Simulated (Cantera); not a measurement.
Input: 1 mol SiCl₄, 7.4 mol H₂, equilibrated at 0.00490 bar.

Equilibrium computed with Cantera from the NASA thermochemical tables; the gas is ideal and each condensed phase is pure. Candidate condensed phases: Si; 19 gas species. The tables' values for SiCl, SiCl₃ are old estimates; treat these amounts as uncertain. Gases not in the tables: Si₂H₆ and higher silanes. The numbers say what is thermodynamically allowed, not how fast it happens.

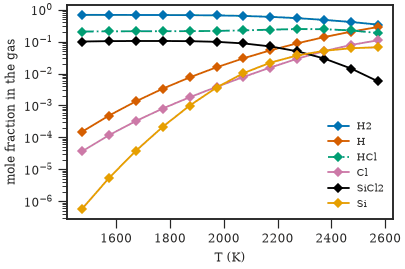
Fig. 1. Equilibrium gas composition (values under 1e-9 drawn at 1e-9)

Task: Read off the mole fractions at 2473 K.

Result: H₂ about 0.41, HCl about 0.22, H about 0.20, Cl about 0.079, Si about 0.062, SiCl₂ about 0.014.
